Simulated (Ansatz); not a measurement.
**AlHBrF3: molecular dynamics (part 1 of 3)**

AlHBrF3, computed with RKS B3LYP/def2-SVP (Ansatz 0.2.0).

It belongs to a series of runs on one base structure; here: dynamics from the highest image of the converged band. Figures and captions count atoms from 1; the log counts them from 0 in places.

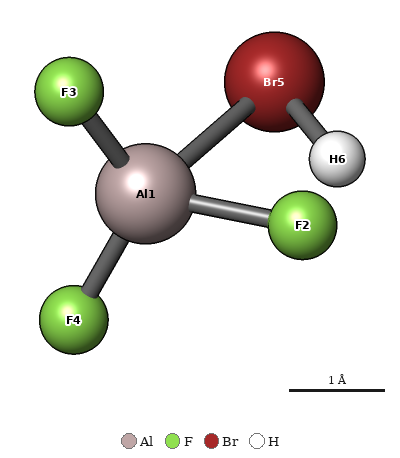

*The starting structure (ball-and-stick view, seen at a tilt; atoms are numbered from 1 in the order of the input). Sticks mark near contacts.*

Bond lengths as drawn: Al–Br 2.50 Å, Al–F 1.65 to 1.77 Å and Br–H 1.62 Å.

**Input**
```yaml
crystal:
  periodic: [false, false, false]
  atoms:
    - { symbol: Al, position_ang: [0.012956, -0.23908, 0.022798] }
    - { symbol: F, position_ang: [0.016584, 0.050234, 1.771324] }
    - { symbol: F, position_ang: [1.438174, 0.16569, -0.707767] }
    - { symbol: F, position_ang: [-1.442819, 0.082996, -0.688353] }
    - { symbol: Br, position_ang: [0.085949, -2.566707, 0.919264] }
    - { symbol: H, position_ang: [0.054856, -1.250533, 1.871635] }
basis:
  gaussian: { orbitals: def2-SVP }
hamiltonian:
  xc: b3lyp
md:
  timestep: 0.5
  n_steps: 157
  ensemble: nve
  temperature: 300.0
  initial_velocities: maxwell_boltzmann
  seed: 6533
```

Run on 2 threads of Intel Xeon @ 2.50GHz (Skylake/Cascade Lake), 32 GiB of memory available, shared host.

Launch command:
```bash
ansatz run input.yaml --threads 2 --pin off --max-ram 3072MiB --backend cpu --events-out ev --progress --plain --runs-dir out
```

**What the program printed**
```
Engine: ansatz 0.2.0, x86_64-unknown-linux-gnu
Functional definition: B3LYP
  parameter a0 = 0.2
  parameter ax = 0.72
  parameter ac = 0.81
  exchange = (1 - a0 - ax)*slater_x + ax*b88_x + a0*exact_x
  correlation = (1 - ac)*vwn_rpa_c + ac*lyp_c
959 factors; integrals over basis functions are off by at most 3.5e-4 eV
mean field evaluation 1: about -84795.5548 eV, gradient 5.7e1 eV
mean field evaluation 2: about -84785.6583 eV, gradient 1.0e2 eV
mean field evaluation 4: about -84800.5151 eV, gradient 1.6e0 eV
mean field evaluation 8: about -84800.5332 eV, gradient 3.1e-2 eV
mean field -84800.53318616 eV, -3116.3621147255 hartree, gradient 2.5e-5 eV, S^2 0.000000; 0 other end points of the search recorded, 0 dependent functions left out
the calculation of the forces begins
reference -84800.53342744 eV, -3116.3621235924 hartree; 38, 38 occupied and 59, 59 virtual orbitals, 959 factors
md step     0: t =     0.00 fs  T =   300.0 K  F+E_penalty+E_count = -84800.53318616 eV  E_kin = 0.155112 eV  conserved = -84800.37807416 eV  (25 SCF iters)
these checks for a lower state are left out or cut short: starts, cluster_reference, orbital_swaps, neighbouring_geometries, increment
959 factors; integrals over basis functions are off by at most 3.5e-4 eV
mean field evaluation 16: about -84800.5190 eV, gradient 5.4e-1 eV
mean field -84800.53241952 eV, -3116.3620865519 hartree, gradient 7.1e-6 eV, S^2 0.000000; 0 other end points of the search recorded, 0 dependent functions left out
the calculation of the forces begins
reference -84800.53266084 eV, -3116.3620954203 hartree; 38, 38 occupied and 59, 59 virtual orbitals, 959 factors
md step     1: t =     0.50 fs  T =   298.5 K  F+E_penalty+E_count = -84800.53241952 eV  E_kin = 0.154350 eV  conserved = -84800.37806931 eV  (30 SCF iters)
[... from here on the SCF iterations and repeated set-up lines of each step are left out, up to the last step ...]
md step     2: t =     1.00 fs  T =   294.3 K  F+E_penalty+E_count = -84800.53021121 eV  E_kin = 0.152149 eV  conserved = -84800.37806172 eV  (30 SCF iters)
md step     3: t =     1.50 fs  T =   287.4 K  F+E_penalty+E_count = -84800.52667388 eV  E_kin = 0.148622 eV  conserved = -84800.37805144 eV  (29 SCF iters)
md step     4: t =     2.00 fs  T =   278.4 K  F+E_penalty+E_count = -84800.52196069 eV  E_kin = 0.143921 eV  conserved = -84800.37803932 eV  (30 SCF iters)
md step     5: t =     2.50 fs  T =   267.3 K  F+E_penalty+E_count = -84800.51625528 eV  E_kin = 0.138229 eV  conserved = -84800.37802598 eV  (30 SCF iters)
md step     6: t =     3.00 fs  T =   254.8 K  F+E_penalty+E_count = -84800.50976259 eV  E_kin = 0.131751 eV  conserved = -84800.37801194 eV  (24 SCF iters)
md step     7: t =     3.50 fs  T =   241.2 K  F+E_penalty+E_count = -84800.50269995 eV  E_kin = 0.124702 eV  conserved = -84800.37799779 eV  (24 SCF iters)
md step     8: t =     4.00 fs  T =   226.9 K  F+E_penalty+E_count = -84800.49528831 eV  E_kin = 0.117304 eV  conserved = -84800.37798397 eV  (24 SCF iters)
md step     9: t =     4.50 fs  T =   212.3 K  F+E_penalty+E_count = -84800.48774451 eV  E_kin = 0.109774 eV  conserved = -84800.37797088 eV  (24 SCF iters)
md step    10: t =     5.00 fs  T =   197.9 K  F+E_penalty+E_count = -84800.48027464 eV  E_kin = 0.102316 eV  conserved = -84800.37795907 eV  (24 SCF iters)
md step    11: t =     5.50 fs  T =   184.0 K  F+E_penalty+E_count = -84800.47306758 eV  E_kin = 0.095119 eV  conserved = -84800.37794849 eV  (23 SCF iters)
md step    12: t =     6.00 fs  T =   170.9 K  F+E_penalty+E_count = -84800.46629154 eV  E_kin = 0.088352 eV  conserved = -84800.37793945 eV  (23 SCF iters)
md step    13: t =     6.50 fs  T =   158.9 K  F+E_penalty+E_count = -84800.46009024 eV  E_kin = 0.082158 eV  conserved = -84800.37793208 eV  (22 SCF iters)
md step    14: t =     7.00 fs  T =   148.3 K  F+E_penalty+E_count = -84800.45458112 eV  E_kin = 0.076655 eV  conserved = -84800.37792642 eV  (23 SCF iters)
md step    15: t =     7.50 fs  T =   139.1 K  F+E_penalty+E_count = -84800.44985456 eV  E_kin = 0.071932 eV  conserved = -84800.37792246 eV  (23 SCF iters)
md step    16: t =     8.00 fs  T =   131.6 K  F+E_penalty+E_count = -84800.44597418 eV  E_kin = 0.068054 eV  conserved = -84800.37792009 eV  (23 SCF iters)
md step    17: t =     8.50 fs  T =   125.8 K  F+E_penalty+E_count = -84800.44297811 eV  E_kin = 0.065059 eV  conserved = -84800.37791920 eV  (23 SCF iters)
md step    18: t =     9.00 fs  T =   121.8 K  F+E_penalty+E_count = -84800.44088092 eV  E_kin = 0.062961 eV  conserved = -84800.37791963 eV  (23 SCF iters)
md step    19: t =     9.50 fs  T =   119.4 K  F+E_penalty+E_count = -84800.43967559 eV  E_kin = 0.061755 eV  conserved = -84800.37792075 eV  (27 SCF iters)
md step    20: t =    10.00 fs  T =   118.8 K  F+E_penalty+E_count = -84800.43933806 eV  E_kin = 0.061415 eV  conserved = -84800.37792331 eV  (23 SCF iters)
md step    21: t =    10.50 fs  T =   119.7 K  F+E_penalty+E_count = -84800.43982725 eV  E_kin = 0.061901 eV  conserved = -84800.37792670 eV  (23 SCF iters)
md step    22: t =    11.00 fs  T =   122.2 K  F+E_penalty+E_count = -84800.44108991 eV  E_kin = 0.063159 eV  conserved = -84800.37793123 eV  (23 SCF iters)
md step    23: t =    11.50 fs  T =   126.0 K  F+E_penalty+E_count = -84800.44306076 eV  E_kin = 0.065125 eV  conserved = -84800.37793587 eV  (23 SCF iters)
md step    24: t =    12.00 fs  T =   131.0 K  F+E_penalty+E_count = -84800.44566696 eV  E_kin = 0.067726 eV  conserved = -84800.37794093 eV  (23 SCF iters)
md step    25: t =    12.50 fs  T =   137.1 K  F+E_penalty+E_count = -84800.44882805 eV  E_kin = 0.070882 eV  conserved = -84800.37794639 eV  (23 SCF iters)
md step    26: t =    13.00 fs  T =   144.1 K  F+E_penalty+E_count = -84800.45245726 eV  E_kin = 0.074505 eV  conserved = -84800.37795222 eV  (24 SCF iters)
md step    27: t =    13.50 fs  T =   151.8 K  F+E_penalty+E_count = -84800.45646228 eV  E_kin = 0.078504 eV  conserved = -84800.37795838 eV  (24 SCF iters)
md step    28: t =    14.00 fs  T =   160.1 K  F+E_penalty+E_count = -84800.46074578 eV  E_kin = 0.082781 eV  conserved = -84800.37796489 eV  (24 SCF iters)
md step    29: t =    14.50 fs  T =   168.7 K  F+E_penalty+E_count = -84800.46520573 eV  E_kin = 0.087234 eV  conserved = -84800.37797167 eV  (24 SCF iters)
md step    30: t =    15.00 fs  T =   177.5 K  F+E_penalty+E_count = -84800.46973602 eV  E_kin = 0.091757 eV  conserved = -84800.37797874 eV  (24 SCF iters)
md step    31: t =    15.50 fs  T =   186.1 K  F+E_penalty+E_count = -84800.47422702 eV  E_kin = 0.096241 eV  conserved = -84800.37798596 eV  (24 SCF iters)
md step    32: t =    16.00 fs  T =   194.5 K  F+E_penalty+E_count = -84800.47856664 eV  E_kin = 0.100574 eV  conserved = -84800.37799305 eV  (24 SCF iters)
md step    33: t =    16.50 fs  T =   202.4 K  F+E_penalty+E_count = -84800.48264263 eV  E_kin = 0.104642 eV  conserved = -84800.37800029 eV  (29 SCF iters)
md step    34: t =    17.00 fs  T =   209.5 K  F+E_penalty+E_count = -84800.48634348 eV  E_kin = 0.108336 eV  conserved = -84800.37800735 eV  (29 SCF iters)
md step    35: t =    17.50 fs  T =   215.7 K  F+E_penalty+E_count = -84800.48956165 eV  E_kin = 0.111548 eV  conserved = -84800.37801400 eV  (29 SCF iters)
md step    36: t =    18.00 fs  T =   220.8 K  F+E_penalty+E_count = -84800.49219632 eV  E_kin = 0.114176 eV  conserved = -84800.37801998 eV  (29 SCF iters)
md step    37: t =    18.50 fs  T =   224.6 K  F+E_penalty+E_count = -84800.49415688 eV  E_kin = 0.116132 eV  conserved = -84800.37802519 eV  (29 SCF iters)
md step    38: t =    19.00 fs  T =   226.9 K  F+E_penalty+E_count = -84800.49536576 eV  E_kin = 0.117336 eV  conserved = -84800.37802934 eV  (29 SCF iters)
md step    39: t =    19.50 fs  T =   227.7 K  F+E_penalty+E_count = -84800.49576204 eV  E_kin = 0.117730 eV  conserved = -84800.37803221 eV  (29 SCF iters)
md step    40: t =    20.00 fs  T =   226.8 K  F+E_penalty+E_count = -84800.49530442 eV  E_kin = 0.117271 eV  conserved = -84800.37803372 eV  (29 SCF iters)
md step    41: t =    20.50 fs  T =   224.2 K  F+E_penalty+E_count = -84800.49397358 eV  E_kin = 0.115940 eV  conserved = -84800.37803371 eV  (27 SCF iters)
md step    42: t =    21.00 fs  T =   220.0 K  F+E_penalty+E_count = -84800.49177403 eV  E_kin = 0.113742 eV  conserved = -84800.37803169 eV  (29 SCF iters)
md step    43: t =    21.50 fs  T =   214.1 K  F+E_penalty+E_count = -84800.48873704 eV  E_kin = 0.110709 eV  conserved = -84800.37802835 eV  (30 SCF iters)
md step    44: t =    22.00 fs  T =   206.7 K  F+E_penalty+E_count = -84800.48491922 eV  E_kin = 0.106896 eV  conserved = -84800.37802328 eV  (23 SCF iters)
md step    45: t =    22.50 fs  T =   198.0 K  F+E_penalty+E_count = -84800.48040412 eV  E_kin = 0.102388 eV  conserved = -84800.37801659 eV  (23 SCF iters)
md step    46: t =    23.00 fs  T =   188.2 K  F+E_penalty+E_count = -84800.47530111 eV  E_kin = 0.097293 eV  conserved = -84800.37800838 eV  (23 SCF iters)
md step    47: t =    23.50 fs  T =   177.4 K  F+E_penalty+E_count = -84800.46974386 eV  E_kin = 0.091745 eV  conserved = -84800.37799870 eV  (23 SCF iters)
md step    48: t =    24.00 fs  T =   166.1 K  F+E_penalty+E_count = -84800.46388822 eV  E_kin = 0.085900 eV  conserved = -84800.37798775 eV  (22 SCF iters)
md step    49: t =    24.50 fs  T =   154.6 K  F+E_penalty+E_count = -84800.45790898 eV  E_kin = 0.079933 eV  conserved = -84800.37797590 eV  (23 SCF iters)
md step    50: t =    25.00 fs  T =   143.2 K  F+E_penalty+E_count = -84800.45199538 eV  E_kin = 0.074032 eV  conserved = -84800.37796346 eV  (23 SCF iters)
md step    51: t =    25.50 fs  T =   132.3 K  F+E_penalty+E_count = -84800.44634591 eV  E_kin = 0.068395 eV  conserved = -84800.37795081 eV  (23 SCF iters)
md step    52: t =    26.00 fs  T =   122.3 K  F+E_penalty+E_count = -84800.44116205 eV  E_kin = 0.063224 eV  conserved = -84800.37793841 eV  (23 SCF iters)
md step    53: t =    26.50 fs  T =   113.6 K  F+E_penalty+E_count = -84800.43664102 eV  E_kin = 0.058714 eV  conserved = -84800.37792674 eV  (23 SCF iters)
md step    54: t =    27.00 fs  T =   106.5 K  F+E_penalty+E_count = -84800.43296804 eV  E_kin = 0.055052 eV  conserved = -84800.37791633 eV  (23 SCF iters)
md step    55: t =    27.50 fs  T =   101.3 K  F+E_penalty+E_count = -84800.43030821 eV  E_kin = 0.052401 eV  conserved = -84800.37790768 eV  (23 SCF iters)
md step    56: t =    28.00 fs  T =    98.4 K  F+E_penalty+E_count = -84800.42879860 eV  E_kin = 0.050897 eV  conserved = -84800.37790125 eV  (23 SCF iters)
md step    57: t =    28.50 fs  T =    97.9 K  F+E_penalty+E_count = -84800.42854089 eV  E_kin = 0.050643 eV  conserved = -84800.37789744 eV  (23 SCF iters)
md step    58: t =    29.00 fs  T =   100.0 K  F+E_penalty+E_count = -84800.42959511 eV  E_kin = 0.051699 eV  conserved = -84800.37789649 eV  (23 SCF iters)
md step    59: t =    29.50 fs  T =   104.6 K  F+E_penalty+E_count = -84800.43197521 eV  E_kin = 0.054077 eV  conserved = -84800.37789869 eV  (22 SCF iters)
md step    60: t =    30.00 fs  T =   111.7 K  F+E_penalty+E_count = -84800.43564592 eV  E_kin = 0.057742 eV  conserved = -84800.37790402 eV  (23 SCF iters)
md step    61: t =    30.50 fs  T =   121.1 K  F+E_penalty+E_count = -84800.44052247 eV  E_kin = 0.062610 eV  conserved = -84800.37791238 eV  (24 SCF iters)
md step    62: t =    31.00 fs  T =   132.6 K  F+E_penalty+E_count = -84800.44647212 eV  E_kin = 0.068549 eV  conserved = -84800.37792340 eV  (24 SCF iters)
md step    63: t =    31.50 fs  T =   145.8 K  F+E_penalty+E_count = -84800.45331888 eV  E_kin = 0.075382 eV  conserved = -84800.37793691 eV  (24 SCF iters)
md step    64: t =    32.00 fs  T =   160.3 K  F+E_penalty+E_count = -84800.46084925 eV  E_kin = 0.082897 eV  conserved = -84800.37795224 eV  (28 SCF iters)
md step    65: t =    32.50 fs  T =   175.7 K  F+E_penalty+E_count = -84800.46882146 eV  E_kin = 0.090853 eV  conserved = -84800.37796874 eV  (24 SCF iters)
md step    66: t =    33.00 fs  T =   191.5 K  F+E_penalty+E_count = -84800.47697594 eV  E_kin = 0.098990 eV  conserved = -84800.37798570 eV  (23 SCF iters)
md step    67: t =    33.50 fs  T =   207.0 K  F+E_penalty+E_count = -84800.48504726 eV  E_kin = 0.107045 eV  conserved = -84800.37800224 eV  (24 SCF iters)
md step    68: t =    34.00 fs  T =   222.0 K  F+E_penalty+E_count = -84800.49277738 eV  E_kin = 0.114760 eV  conserved = -84800.37801753 eV  (29 SCF iters)
md step    69: t =    34.50 fs  T =   235.8 K  F+E_penalty+E_count = -84800.49992870 eV  E_kin = 0.121898 eV  conserved = -84800.37803068 eV  (29 SCF iters)
md step    70: t =    35.00 fs  T =   248.1 K  F+E_penalty+E_count = -84800.50629699 eV  E_kin = 0.128256 eV  conserved = -84800.37804127 eV  (29 SCF iters)
md step    71: t =    35.50 fs  T =   258.5 K  F+E_penalty+E_count = -84800.51172118 eV  E_kin = 0.133673 eV  conserved = -84800.37804866 eV  (29 SCF iters)
md step    72: t =    36.00 fs  T =   267.0 K  F+E_penalty+E_count = -84800.51609123 eV  E_kin = 0.138039 eV  conserved = -84800.37805259 eV  (29 SCF iters)
md step    73: t =    36.50 fs  T =   273.3 K  F+E_penalty+E_count = -84800.51935131 eV  E_kin = 0.141298 eV  conserved = -84800.37805332 eV  (29 SCF iters)
md step    74: t =    37.00 fs  T =   277.4 K  F+E_penalty+E_count = -84800.52149713 eV  E_kin = 0.143446 eV  conserved = -84800.37805124 eV  (28 SCF iters)
md step    75: t =    37.50 fs  T =   279.5 K  F+E_penalty+E_count = -84800.52256906 eV  E_kin = 0.144522 eV  conserved = -84800.37804738 eV  (29 SCF iters)
md step    76: t =    38.00 fs  T =   279.7 K  F+E_penalty+E_count = -84800.52263894 eV  E_kin = 0.144597 eV  conserved = -84800.37804222 eV  (29 SCF iters)
md step    77: t =    38.50 fs  T =   278.0 K  F+E_penalty+E_count = -84800.52179655 eV  E_kin = 0.143760 eV  conserved = -84800.37803681 eV  (23 SCF iters)
md step    78: t =    39.00 fs  T =   274.8 K  F+E_penalty+E_count = -84800.52013475 eV  E_kin = 0.142102 eV  conserved = -84800.37803244 eV  (23 SCF iters)
md step    79: t =    39.50 fs  T =   270.2 K  F+E_penalty+E_count = -84800.51773571 eV  E_kin = 0.139707 eV  conserved = -84800.37802882 eV  (23 SCF iters)
md step    80: t =    40.00 fs  T =   264.3 K  F+E_penalty+E_count = -84800.51466678 eV  E_kin = 0.136641 eV  conserved = -84800.37802602 eV  (23 SCF iters)
md step    81: t =    40.50 fs  T =   257.1 K  F+E_penalty+E_count = -84800.51098038 eV  E_kin = 0.132957 eV  conserved = -84800.37802370 eV  (23 SCF iters)
md step    82: t =    41.00 fs  T =   248.9 K  F+E_penalty+E_count = -84800.50672175 eV  E_kin = 0.128701 eV  conserved = -84800.37802105 eV  (22 SCF iters)
md step    83: t =    41.50 fs  T =   239.7 K  F+E_penalty+E_count = -84800.50194196 eV  E_kin = 0.123925 eV  conserved = -84800.37801699 eV  (23 SCF iters)
md step    84: t =    42.00 fs  T =   229.6 K  F+E_penalty+E_count = -84800.49671365 eV  E_kin = 0.118703 eV  conserved = -84800.37801069 eV  (23 SCF iters)
md step    85: t =    42.50 fs  T =   218.8 K  F+E_penalty+E_count = -84800.49114492 eV  E_kin = 0.113143 eV  conserved = -84800.37800155 eV  (22 SCF iters)
md step    86: t =    43.00 fs  T =   207.7 K  F+E_penalty+E_count = -84800.48538884 eV  E_kin = 0.107399 eV  conserved = -84800.37798935 eV  (23 SCF iters)
md step    87: t =    43.50 fs  T =   196.6 K  F+E_penalty+E_count = -84800.47964627 eV  E_kin = 0.101672 eV  conserved = -84800.37797443 eV  (27 SCF iters)
md step    88: t =    44.00 fs  T =   186.1 K  F+E_penalty+E_count = -84800.47416048 eV  E_kin = 0.096203 eV  conserved = -84800.37795756 eV  (23 SCF iters)
md step    89: t =    44.50 fs  T =   176.5 K  F+E_penalty+E_count = -84800.46920448 eV  E_kin = 0.091265 eV  conserved = -84800.37793998 eV  (23 SCF iters)
md step    90: t =    45.00 fs  T =   168.5 K  F+E_penalty+E_count = -84800.46506207 eV  E_kin = 0.087139 eV  conserved = -84800.37792307 eV  (22 SCF iters)
md step    91: t =    45.50 fs  T =   162.7 K  F+E_penalty+E_count = -84800.46200532 eV  E_kin = 0.084097 eV  conserved = -84800.37790833 eV  (23 SCF iters)
md step    92: t =    46.00 fs  T =   159.3 K  F+E_penalty+E_count = -84800.46027093 eV  E_kin = 0.082374 eV  conserved = -84800.37789714 eV  (22 SCF iters)
```
